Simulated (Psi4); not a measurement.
# wB97X/6-311+G(d,p) run of [SF3]+ (SMILES F[S+](F)F)

What is the vertical electron affinity of [SF3]+ at wB97X/6-311+G**? 

The results are computed with Psi4 1.11.

4 further runs of the same task are left out: 4 that didn't finish.

**1. The system as given**

[SF3]+: 4 atoms, total charge +1, spin state singlet. As SMILES, `F[S+](F)F`. The shape is that of a PBE0-D4/def2-TZVP optimisation.

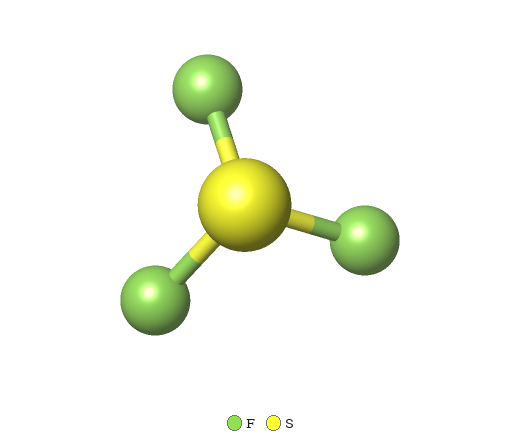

The structure, seen from a chosen angle (fluorine green, sulfur yellow).

**2. The energy at wB97X/6-311+G(d,p)**

Contents of calc.inp:

```
memory 2200 mb

molecule {
  1 1
  F      0.623020     0.191030     1.167760
  S      0.432770    -0.058560    -0.301740
  F     -0.545420    -1.197460    -0.238600
  F     -0.510370     1.064990    -0.627420
  symmetry c1
}

set {
  basis 6-311+G**
  puream true
  e_convergence 1e-09
  d_convergence 1e-08
  scf_type pk
  dft_radial_points 99
  dft_spherical_points 590
}

e, wfn = energy('wb97x', return_wfn=True)
oeprop(wfn, 'WIBERG_LOWDIN_INDICES', 'DIPOLE', 'LOWDIN_CHARGES', title='WB97X')
print_variables()
```

On the command line:

```
$ psi4 -n 1 calc.inp calc.out
```

calc.out:

```text
[...]
  Running in c1 symmetry.
[...]
  Nuclear repulsion =  208.144192226354278
[...]
  Multiplicity = 1
[...]
  Nalpha       = 21
  Nbeta        = 21
[...]
    Number of basis functions: 96
[...]
   @RKS iter   1:  -697.16354459711624    8.21762e-01   6.57410e-03 ADIIS/DIIS
[...]
   @RKS iter  11:  -697.30829297825767   -6.82121e-12   3.52562e-09 DIIS
[...]
    Orbital Energies [Eh]
    ---------------------
    Doubly Occupied:
       1A    -89.435557     2A    -25.122699     3A    -25.122697
       4A    -25.122689     5A     -8.609910     6A     -6.572237
       7A     -6.572237     8A     -6.561655     9A     -1.814159
      10A     -1.719814    11A     -1.719812    12A     -1.213534
      13A     -1.047816    14A     -1.047816    15A     -1.021060
      16A     -0.938228    17A     -0.938227    18A     -0.890269
      19A     -0.890269    20A     -0.870911    21A     -0.802514
[...]
  @RKS Final Energy:  -697.30829297825767
   => Energetics <=
    Nuclear Repulsion Energy =            208.1441922263542779
    One-Electron Energy =               -1366.1129106925500309
    Two-Electron Energy =                 503.0409513489485107
    DFT Exchange-Correlation Energy =     -42.3805258610105184
    Empirical Dispersion Energy =           0.0000000000000000
    VV10 Nonlocal Energy =                  0.0000000000000000
    Total Energy =                       -697.3082929782576684
[...]
 Multipole Moments:
 ------------------------------------------------------------------------------------
     Multipole            Electronic (a.u.)      Nuclear  (a.u.)        Total (a.u.)
 ------------------------------------------------------------------------------------
 L = 1.  Multiply by 2.5417464519 to convert [e a0] to [Debye]
 Dipole X            :          0.0682557            0.5966121            0.6648679
 Dipole Y            :         -0.0092355           -0.0807302           -0.0899657
 Dipole Z            :         -0.0475776           -0.4159756           -0.4635532
 Magnitude           :                                                    0.8154904
[...]
```

It took 11 s on 1 thread of Intel Xeon Platinum 8488C (Sapphire Rapids), shared host; peak memory 0.93 GiB.

**3. Doublet neutral SF3, same level**

Contents of calc.in:

```
memory 2200 MB

molecule mol {
  0 2
  F      0.623020     0.191030     1.167760
  S      0.432770    -0.058560    -0.301740
  F     -0.545420    -1.197460    -0.238600
  F     -0.510370     1.064990    -0.627420
  symmetry c1
}

set globals {
  basis 6-311+G**
  reference uks
  puream true
  e_convergence 1e-09
  d_convergence 1e-08
  scf_type pk
  dft_radial_points 99
  dft_spherical_points 590
  maxiter 100
}

e, wfn = energy("wb97x", return_wfn=True)
oeprop(wfn, "DIPOLE", "MULLIKEN_CHARGES", "WIBERG_LOWDIN_INDICES", title="WB97X")
print_variables()
```

On the command line:

```
$ psi4 -i calc.in -o calc.out -n 1
```

calc.out:

```text
[...]
  Running in c1 symmetry.
[...]
  Nuclear repulsion =  208.144192226354278
[...]
  Multiplicity = 2
[...]
  Nalpha       = 22
  Nbeta        = 21
[...]
    Number of basis functions: 96
[...]
   @UKS iter   1:  -697.44129021490789    5.44016e-01   6.14569e-03 ADIIS/DIIS
[...]
   @UKS iter  20:  -697.54361143954975   -1.01181e-10   9.69029e-09 DIIS
[...]
   @S^2 Observed:                7.545179127E-01
[...]
    Orbital Energies [Eh]
    ---------------------
    Alpha Occupied:
       1A    -89.060700     2A    -24.824726     3A    -24.811300
       4A    -24.811288     5A     -8.240606     6A     -6.204838
       7A     -6.199600     8A     -6.194290     9A     -1.513483
      10A     -1.426740    11A     -1.422776    12A     -0.918620
      13A     -0.763913    14A     -0.760378    15A     -0.726533
      16A     -0.657155    17A     -0.655401    18A     -0.608285
      19A     -0.605531    20A     -0.589613    21A     -0.505379
      22A     -0.218498
    Alpha Virtual:
      23A      0.040246    24A      0.076878    25A      0.092853
[...]
  @UKS Final Energy:  -697.54361143954975
   => Energetics <=
    Nuclear Repulsion Energy =            208.1441922263542779
    One-Electron Energy =               -1379.4837145221097217
    Two-Electron Energy =                 516.4038021456615297
    DFT Exchange-Correlation Energy =     -42.6078912894558570
    Empirical Dispersion Energy =           0.0000000000000000
    VV10 Nonlocal Energy =                  0.0000000000000000
    Total Energy =                       -697.5436114395497498
[...]
 Multipole Moments:
 ------------------------------------------------------------------------------------
     Multipole            Electronic (a.u.)      Nuclear  (a.u.)        Total (a.u.)
 ------------------------------------------------------------------------------------
 L = 1.  Multiply by 2.5417464519 to convert [e a0] to [Debye]
 Dipole X            :         -0.5679557            0.5966121            0.0286564
 Dipole Y            :          0.0122478           -0.0807302           -0.0684824
 Dipole Z            :          0.4598003           -0.4159756            0.0438247
 Magnitude           :                                                    0.0862069
[...]
  Mulliken Charges: (a.u.)
   Center  Symbol    Alpha    Beta     Spin     Total
       1     F     4.51014  4.56170 -0.05155 -0.07184
       2     S     8.43060  7.28681  1.14379  0.28259
       3     F     4.51015  4.56170 -0.05155 -0.07185
       4     F     4.54910  4.58979 -0.04068 -0.13889
   Total alpha = 22.00000, Total beta = 21.00000, Total charge = -0.00000
  Wiberg Bond Indices using Orthogonal Lowdin Orbitals:
  Total Bond Index:
  Irrep: 1 Size: 4 x 4
[...]
```

It took 23 s on 1 thread of Intel Xeon Platinum 8488C (Sapphire Rapids), shared host; peak memory 0.94 GiB.

**4. Results**

At wB97X/6-311+G**:

```
                                               quantity          value
                           singlet [SF3]+: total energy  -697.30829 Eh
                            singlet [SF3]+: HOMO energy      -21.84 eV
                            singlet [SF3]+: LUMO energy       -6.84 eV
                          singlet [SF3]+: HOMO–LUMO gap       15.00 eV
                      doublet neutral SF3: total energy  -697.54361 Eh
                     doublet neutral SF3: dipole moment         0.22 D
doublet neutral SF3: HOMO energy (highest over α and β)       -5.95 eV
 doublet neutral SF3: LUMO energy (lowest over α and β)        1.10 eV
                              doublet neutral SF3: ⟨S²⟩          0.755
    vertical electron affinity (to the doublet neutral)       6.403 eV
```

What this shows: At fixed nuclei the extra electron is bound by 6.40 eV (618 kJ/mol). Mulliken charges (doublet neutral SF3) run from -0.14 on F4 to +0.28 on S2; in a basis this large or diffuse they mean little.
